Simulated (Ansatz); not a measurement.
## Geometry relaxation, with input and output: C2H6FGeN (part 2 of 2)

The same run, continued: C2H6FGeN, SMILES N[C]1(F)[CH2][GeH2]1; RKS PBE/def2-SVP (Ansatz 0.2.0). It belongs to a series of runs on one base structure; here: end point B relaxed.

Geometry of the input (Å):
```
N  -1.1980  0.8952  0.1307
C  0.1265  0.4889  -0.0305
F  1.0892  1.4404  0.1444
C  0.4253  -0.4719  -1.0994
Ge 0.4857  -1.3036  0.6948
H  -1.6787  0.3276  0.8891
H  -1.7432  0.5819  -0.7592
H  -0.5163  -0.7789  -1.6633
H  1.3337  -0.3770  -1.5705
H  1.8570  -1.2377  1.4566
H  -0.8335  -1.7929  1.4026
```

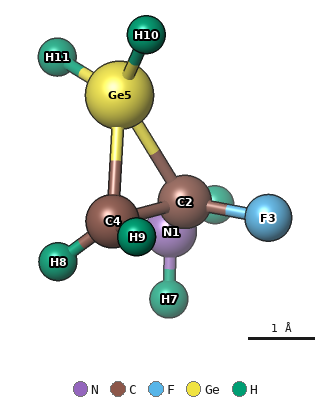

The geometry at step 18 of the log (ball-and-stick view, seen at an oblique angle; atoms are numbered from 1 in the order of the input).

**Trajectory as extended XYZ, continued**
```
11
Properties=species:S:1:pos:R:3:forces:R:3 step=9 energy=-62867.58240
N    -1.3165    0.9355   -0.0041   -0.0129  -0.0267  -0.0002
C    -0.0016    0.4836    0.0234   -0.0703   0.0642  -0.0849
F     0.9441    1.5051    0.1657   -0.0137  -0.0149  -0.0023
C     0.4055   -0.5652   -0.9869    0.0292   0.0154  -0.0367
Ge    0.5500   -1.2308    0.8853    0.0353  -0.0943   0.1004
H    -1.8168    1.0826    0.8714    0.0300   0.0035   0.0142
H    -1.9009    0.6719   -0.7980    0.0402   0.0127   0.0182
H    -0.3711   -0.9538   -1.6688   -0.0072  -0.0013   0.0018
H     1.3750   -0.3737   -1.4757   -0.0034   0.0267  -0.0185
H     2.0046   -1.5168    1.3081   -0.0185   0.0057   0.0105
H    -0.5246   -2.2664    1.2748   -0.0087   0.0090  -0.0025
11
Properties=species:S:1:pos:R:3:forces:R:3 step=10 energy=-62867.58236 accepted=F
N    -1.3186    0.9222    0.0030    0.0318  -0.0338  -0.0266
C    -0.0035    0.4775    0.0128   -0.0121  -0.0212   0.0447
F     0.9391    1.5007    0.1598    0.0215   0.0148  -0.0153
C     0.4096   -0.5671   -0.9989   -0.0012  -0.0073   0.1208
Ge    0.5516   -1.2347    0.8939   -0.0132   0.0628  -0.1409
H    -1.8045    1.0822    0.8837    0.0003  -0.0006  -0.0067
H    -1.9047    0.6868   -0.7966   -0.0209   0.0132  -0.0040
H    -0.3664   -0.9544   -1.6832   -0.0042  -0.0253   0.0357
H     1.3731   -0.3610   -1.4952    0.0004  -0.0002   0.0283
H     2.0010   -1.5138    1.3371   -0.0046  -0.0047  -0.0173
H    -0.5290   -2.2663    1.2787    0.0024   0.0023  -0.0187
11
Properties=species:S:1:pos:R:3:forces:R:3 step=11 energy=-62867.58403
N    -1.3181    0.9259   -0.0005   -0.0168  -0.0100   0.0256
C    -0.0033    0.4820    0.0172   -0.0116   0.0030   0.0006
F     0.9394    1.5063    0.1602    0.0013  -0.0105  -0.0080
C     0.4089   -0.5663   -0.9896    0.0162   0.0020   0.0059
Ge    0.5524   -1.2323    0.8908    0.0099   0.0017  -0.0057
H    -1.8090    1.0865    0.8780    0.0156   0.0017  -0.0151
H    -1.9033    0.6806   -0.7979   -0.0044   0.0078  -0.0081
H    -0.3673   -0.9629   -1.6678   -0.0011   0.0027   0.0073
H     1.3734   -0.3624   -1.4842   -0.0026  -0.0009  -0.0007
H     2.0041   -1.5201    1.3205   -0.0092  -0.0002   0.0036
H    -0.5295   -2.2651    1.2685    0.0028   0.0026  -0.0052
11
Properties=species:S:1:pos:R:3:forces:R:3 step=12 energy=-62867.58493
N    -1.3234    0.9119    0.0040   -0.0133  -0.0427   0.0463
C    -0.0083    0.4774    0.0162   -0.0309  -0.0258   0.0417
F     0.9318    1.5034    0.1595    0.0548   0.0325  -0.0092
C     0.4084   -0.5700   -0.9878    0.0150  -0.0225  -0.0101
Ge    0.5596   -1.2343    0.8932   -0.0427   0.0118  -0.0179
H    -1.8115    1.0984    0.8779    0.0118   0.0094  -0.0109
H    -1.9038    0.7205   -0.8105   -0.0132   0.0077  -0.0345
H    -0.3690   -0.9759   -1.6590    0.0065   0.0032   0.0073
H     1.3697   -0.3639   -1.4866    0.0052   0.0122  -0.0112
H     2.0095   -1.5170    1.3299    0.0066   0.0094  -0.0068
H    -0.5152   -2.2786    1.2585    0.0001   0.0050   0.0053
11
Properties=species:S:1:pos:R:3:forces:R:3 step=13 energy=-62867.58561
N    -1.3255    0.9013    0.0067   -0.0966  -0.0838  -0.1170
C    -0.0101    0.4729    0.0174   -0.0220  -0.0420   0.0399
F     0.9303    1.4993    0.1622    0.0485   0.0402  -0.0071
C     0.4102   -0.5722   -0.9873    0.0002  -0.0187   0.0139
Ge    0.5585   -1.2372    0.8981   -0.0099   0.0415  -0.0694
H    -1.8092    1.1117    0.8764   -0.0092   0.0155   0.0172
H    -1.9051    0.7305   -0.8174    0.0799   0.0505   0.0966
H    -0.3672   -0.9803   -1.6575    0.0048   0.0045   0.0109
H     1.3676   -0.3560   -1.4904    0.0010  -0.0130   0.0126
H     2.0128   -1.5127    1.3271   -0.0068  -0.0001   0.0026
H    -0.5144   -2.2853    1.2599    0.0100   0.0054  -0.0002
11
Properties=species:S:1:pos:R:3:forces:R:3 step=14 energy=-62867.58768
N    -1.3328    0.8756    0.0116   -0.2804  -0.0832  -0.0625
C    -0.0157    0.4642    0.0175    0.0163  -0.0529   0.0695
F     0.9220    1.4953    0.1662    0.0357   0.0460  -0.0173
C     0.4120   -0.5766   -0.9870   -0.0023  -0.0245   0.0420
Ge    0.5607   -1.2418    0.9055    0.0144   0.0736  -0.1369
H    -1.8072    1.1437    0.8746    0.0780  -0.0223  -0.1265
H    -1.9068    0.7586   -0.8287    0.1534   0.0885   0.1759
H    -0.3642   -0.9893   -1.6557    0.0060   0.0018   0.0166
H     1.3655   -0.3484   -1.4940   -0.0133  -0.0346   0.0411
H     2.0203   -1.5095    1.3264   -0.0284  -0.0026   0.0026
H    -0.5061   -2.2997    1.2589    0.0206   0.0101  -0.0045
11
Properties=species:S:1:pos:R:3:forces:R:3 step=15 energy=-62867.43805 accepted=F
N    -1.3768    0.7259    0.0445   -3.0358   1.5994  -0.2403
C    -0.0457    0.4144    0.0190    0.6092  -0.0366   0.1934
F     0.8720    1.4779    0.1775   -0.1514  -0.0100  -0.0859
C     0.4220   -0.6022   -0.9871    0.0593  -0.0354   0.1367
Ge    0.5753   -1.2677    0.9384    0.0954   0.1838  -0.4645
H    -1.7980    1.2988    0.8700    1.1755  -1.2618  -1.7122
H    -1.9093    0.9388   -0.8936    1.4381  -0.3461   1.9351
H    -0.3468   -1.0407   -1.6485    0.0172   0.0018   0.0489
H     1.3570   -0.3128   -1.5108   -0.1391  -0.1568   0.2005
H     2.0597   -1.4904    1.3279   -0.1552   0.0105   0.0085
H    -0.4617   -2.3699    1.2580    0.0868   0.0511  -0.0202
11
Properties=species:S:1:pos:R:3:forces:R:3 step=16 energy=-62867.60633
N    -1.3510    0.8191    0.0313   -0.4720  -0.2339  -0.3511
C    -0.0218    0.4477    0.0196   -0.0191   0.0740   0.0694
F     0.9003    1.5019    0.1471    0.0354   0.0197  -0.0022
C     0.4149   -0.5854   -0.9908   -0.0010  -0.0459   0.0481
Ge    0.5699   -1.2510    0.8979   -0.0187   0.0801  -0.1532
H    -1.8083    1.1443    0.8843    0.1244   0.0118  -0.1521
H    -1.8949    0.8516   -0.8480    0.3655   0.1074   0.4853
H    -0.3574   -1.0038   -1.6593    0.0011  -0.0008   0.0065
H     1.3696   -0.3508   -1.4925   -0.0205  -0.0274   0.0358
H     2.0255   -1.5032    1.3371   -0.0160   0.0115   0.0036
H    -0.4991   -2.2984    1.2686    0.0208   0.0035   0.0099
11
Properties=species:S:1:pos:R:3:forces:R:3 step=17 energy=-62867.62705
N    -1.3756    0.7455    0.0473   -1.1742   0.1205  -0.6072
C    -0.0361    0.4262    0.0113    0.2029  -0.0295   0.2595
F     0.8653    1.4997    0.1424    0.0140   0.0526  -0.0534
C     0.4205   -0.5976   -0.9984   -0.0032  -0.0458   0.0931
Ge    0.5776   -1.2625    0.9036   -0.0634   0.1766  -0.3240
H    -1.7890    1.1805    0.8880    0.3619  -0.1606  -0.4765
H    -1.8779    0.9472   -0.8575    0.6627  -0.0575   0.9948
H    -0.3470   -1.0278   -1.6661    0.0158   0.0018   0.0324
H     1.3664   -0.3350   -1.5064   -0.0408  -0.0746   0.0870
H     2.0327   -1.4919    1.3573   -0.0203   0.0179  -0.0057
H    -0.4893   -2.3123    1.2739    0.0446  -0.0015   0.0001
11
Properties=species:S:1:pos:R:3:forces:R:3 step=18 energy=-62867.69985
N    -1.4340    0.6123    0.0454    0.0402   0.0188   0.1553
C    -0.0456    0.3956    0.0139   -0.0974   0.1894  -0.1521
F     0.7528    1.5464    0.0744    0.0422   0.0770   0.1083
C     0.4407   -0.5978   -1.0152   -0.2379  -0.1549   0.0472
Ge    0.5699   -1.2924    0.8419    0.1872  -0.0392   0.1617
H    -1.7178    1.1250    0.8901   -0.0832  -0.0166  -0.1951
H    -1.8083    1.0631   -0.8081    0.1569  -0.0106   0.2050
H    -0.3105   -1.0009   -1.7097   -0.0135  -0.0436  -0.1548
H     1.4065   -0.3237   -1.4638    0.1007  -0.0810  -0.0547
H     2.0188   -1.5288    1.3351   -0.1371   0.1081  -0.0098
H    -0.5248   -2.2267    1.3913    0.0418  -0.0475  -0.1111
11
Properties=species:S:1:pos:R:3:forces:R:3 step=19 energy=-62867.60961 accepted=F
N    -1.4459    0.6370    0.0602   -0.4028   0.2779  -0.3679
C    -0.0779    0.3954   -0.0236    0.2602  -0.3098   0.5434
F     0.7538    1.5312    0.1159   -0.0635  -0.1752  -0.3659
C     0.3558   -0.6532   -1.0304    1.2684   0.5406   0.0121
Ge    0.5810   -1.2543    0.8478   -0.6550  -0.3541   0.1401
H    -1.7231    1.1504    0.9012    0.0909  -0.0075   0.1319
H    -1.7653    1.1791   -0.7588   -0.1160  -0.0740  -0.0065
H    -0.3311   -1.0289   -1.8078   -0.0246  -0.0506   0.1519
H     1.4140   -0.4916   -1.3555   -0.5571   0.1268  -0.2886
H     2.0163   -1.3595    1.3675    0.1811  -0.0350  -0.1076
H    -0.4301   -2.3334    1.2788    0.0184   0.0611   0.1572
11
Properties=species:S:1:pos:R:3:forces:R:3 step=20 energy=-62867.72491
N    -1.4359    0.6307    0.0529   -0.0325  -0.0053  -0.0571
C    -0.0541    0.3949    0.0115   -0.0571   0.0345  -0.0118
F     0.7626    1.5374    0.0878   -0.0108  -0.0719   0.0192
C     0.4167   -0.6171   -1.0126    0.1254   0.0168   0.0168
Ge    0.5644   -1.2864    0.8590   -0.0132  -0.0206  -0.0171
H    -1.7298    1.1488    0.8863    0.0116   0.0094   0.0171
H    -1.7819    1.1088   -0.7927    0.0276   0.0121   0.0237
H    -0.3177   -1.0249   -1.7270   -0.0348   0.0034   0.0228
H     1.3984   -0.3717   -1.4560   -0.0584  -0.0299   0.0008
H     2.0167   -1.4459    1.3463   -0.0238   0.0096   0.0098
H    -0.4916   -2.3026    1.3398    0.0659   0.0418  -0.0242
11
Properties=species:S:1:pos:R:3:forces:R:3 step=21 energy=-62867.72808
N    -1.4403    0.6363    0.0427   -0.0037  -0.0094  -0.0168
C    -0.0599    0.3907    0.0103   -0.0427  -0.0068   0.0457
F     0.7652    1.5246    0.1037    0.0041  -0.0240  -0.0168
C     0.4139   -0.6213   -1.0128    0.0838   0.0181  -0.0209
Ge    0.5672   -1.2867    0.8577   -0.0221  -0.0118  -0.0135
H    -1.7354    1.1439    0.8825    0.0111   0.0109   0.0139
H    -1.7688    1.1375   -0.7954    0.0023   0.0172  -0.0114
H    -0.3286   -1.0308   -1.7185   -0.0098  -0.0067   0.0339
H     1.3903   -0.3791   -1.4667   -0.0265   0.0001  -0.0098
H     2.0157   -1.4270    1.3579   -0.0042   0.0176  -0.0006
H    -0.4716   -2.3161    1.3339    0.0077  -0.0051  -0.0036
11
Properties=species:S:1:pos:R:3:forces:R:3 step=22 energy=-62867.73046
N    -1.4436    0.6459    0.0330   -0.0111   0.0212  -0.0032
C    -0.0661    0.3838    0.0138   -0.0509  -0.0398   0.0094
F     0.7716    1.5066    0.1164    0.0253   0.0184  -0.0013
C     0.4123   -0.6258   -1.0108    0.0135  -0.0051  -0.0413
Ge    0.5665   -1.2925    0.8568    0.0228   0.0139  -0.0013
H    -1.7373    1.1469    0.8780    0.0027   0.0036  -0.0048
H    -1.7497    1.1716   -0.7997    0.0015  -0.0028   0.0106
H    -0.3429   -1.0480   -1.6958    0.0157   0.0024   0.0266
H     1.3758   -0.3785   -1.4862    0.0052   0.0114  -0.0094
H     2.0111   -1.3885    1.3768   -0.0044  -0.0010  -0.0016
H    -0.4499   -2.3493    1.3130   -0.0202  -0.0221   0.0164
11
Properties=species:S:1:pos:R:3:forces:R:3 step=23 energy=-62867.69718 accepted=F
N    -1.4671    0.6796    0.0276    0.2980  -0.3696  -0.0545
C    -0.0955    0.3505    0.0255    0.1390   0.8372  -0.1446
F     0.7663    1.4928    0.1376   -0.1914  -0.4972   0.0177
C     0.4279   -0.6349   -1.0165   -0.1048   0.1712   0.3808
Ge    0.5804   -1.3180    0.8516   -0.0517   0.0893  -0.0745
H    -1.7544    1.1945    0.8683    0.0882  -0.0657  -0.0589
H    -1.7554    1.2041   -0.8137    0.1075  -0.0511   0.0756
H    -0.3178   -1.0864   -1.6763   -0.2049  -0.1139  -0.2457
H     1.3733   -0.3397   -1.5099   -0.1129  -0.0365   0.1105
H     2.0273   -1.4018    1.3640   -0.0233   0.0463   0.0665
H    -0.4372   -2.3686    1.3369    0.0562  -0.0102  -0.0730
11
Properties=species:S:1:pos:R:3:forces:R:3 step=24 energy=-62867.73095
N    -1.4469    0.6517    0.0295    0.0141   0.0068  -0.0129
C    -0.0714    0.3785    0.0142   -0.0202  -0.0006   0.0123
F     0.7750    1.4971    0.1235   -0.0007  -0.0073  -0.0061
C     0.4126   -0.6278   -1.0127   -0.0014   0.0048  -0.0038
Ge    0.5674   -1.2962    0.8549    0.0117   0.0038   0.0046
H    -1.7378    1.1525    0.8756    0.0021  -0.0007   0.0001
H    -1.7440    1.1859   -0.8010    0.0000  -0.0058   0.0062
H    -0.3444   -1.0593   -1.6885    0.0013   0.0024   0.0005
H     1.3695   -0.3706   -1.4967   -0.0015  -0.0015   0.0031
H     2.0088   -1.3765    1.3852   -0.0009   0.0006  -0.0009
H    -0.4411   -2.3632    1.3112   -0.0043  -0.0023  -0.0031
11
Properties=species:S:1:pos:R:3:forces:R:3 step=25 energy=-62867.73097
N    -1.4474    0.6528    0.0293    0.0129  -0.0008   0.0032
C    -0.0725    0.3776    0.0156   -0.0066   0.0068  -0.0154
F     0.7753    1.4954    0.1227    0.0006   0.0002   0.0065
C     0.4121   -0.6280   -1.0117   -0.0020   0.0015   0.0036
Ge    0.5686   -1.2963    0.8560   -0.0039  -0.0019  -0.0013
H    -1.7380    1.1550    0.8747   -0.0006  -0.0009  -0.0001
H    -1.7436    1.1861   -0.8019    0.0020  -0.0036   0.0014
H    -0.3453   -1.0596   -1.6869   -0.0002  -0.0043  -0.0016
H     1.3685   -0.3702   -1.4962   -0.0029   0.0023   0.0017
H     2.0101   -1.3755    1.3859   -0.0013   0.0000   0.0004
H    -0.4402   -2.3654    1.3077    0.0022   0.0007   0.0015
11
Properties=species:S:1:pos:R:3:forces:R:3 step=26 energy=-62867.73099
N    -1.4470    0.6527    0.0296    0.0075   0.0013   0.0005
C    -0.0723    0.3779    0.0150   -0.0076   0.0008  -0.0034
F     0.7755    1.4956    0.1233    0.0010  -0.0004   0.0009
C     0.4120   -0.6279   -1.0121    0.0004   0.0020   0.0019
Ge    0.5682   -1.2962    0.8556   -0.0004  -0.0007   0.0008
H    -1.7375    1.1549    0.8750   -0.0004  -0.0009  -0.0005
H    -1.7440    1.1854   -0.8017    0.0001  -0.0017   0.0005
H    -0.3449   -1.0601   -1.6874   -0.0007  -0.0007  -0.0009
H     1.3685   -0.3697   -1.4962   -0.0007   0.0001   0.0003
H     2.0096   -1.3755    1.3859   -0.0002  -0.0003   0.0000
H    -0.4404   -2.3649    1.3083    0.0009   0.0004  -0.0001
```

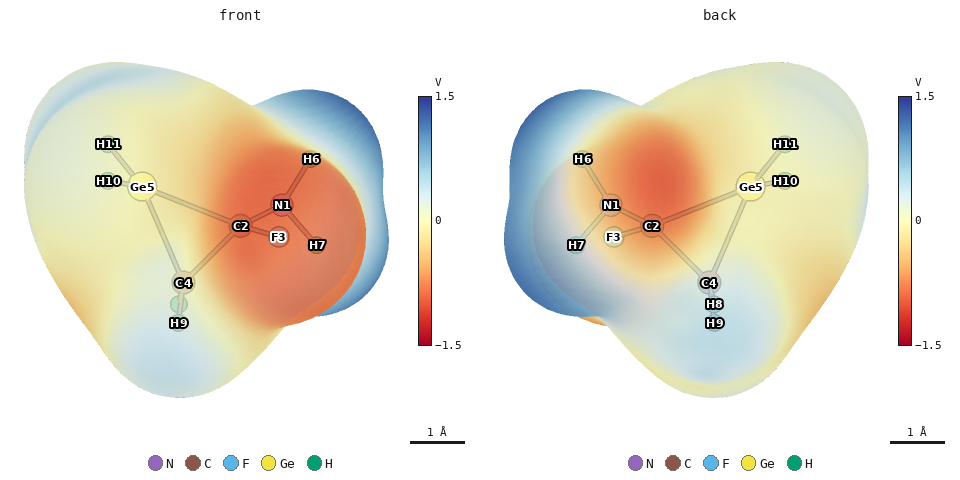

The molecular electrostatic potential painted on the density surface at 0.001 e/bohr³, seen at a tilt and from behind; the colour scale runs from red (negative) to blue (positive).

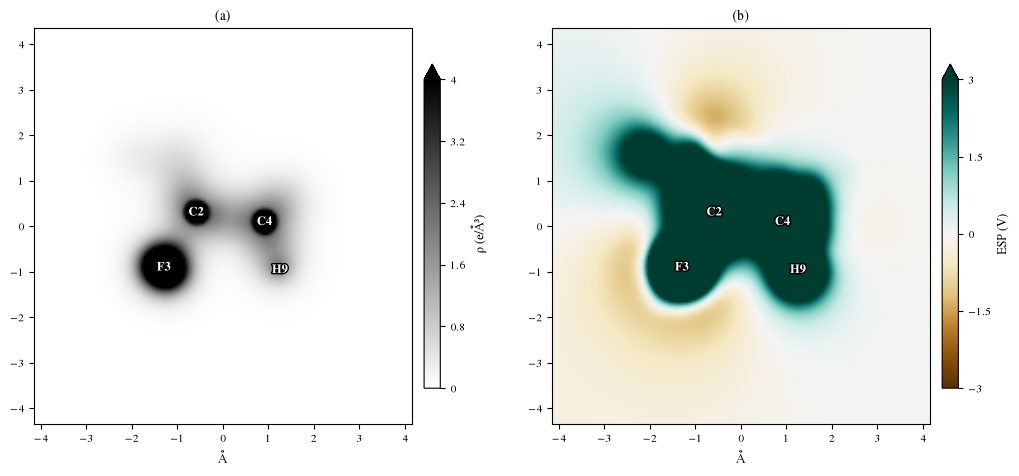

(a) electron density; (b) molecular electrostatic potential on the plane of atoms C2, C4 and H9. Atoms in the plane: C, F and H. C–F (1.41 Å): ρ is about 1.9 e/Å³ halfway, with its minimum of 1.5 e/Å³ about 0.5 Å from C. C–C (1.52 Å): ρ is about 1.7 e/Å³ halfway. C–H (1.10 Å): ρ is about 1.9 e/Å³ halfway.

**Results in brief**

```tsv
quantity	value
outcome	converged
total energy	−62867.7310 eV
mean-field energy	−62867.7310 eV
largest force (length of the vector) at the end	0.008 eV/Å
wall time	35 s (CPU time 67 s)
peak memory	0.18 GiB
```
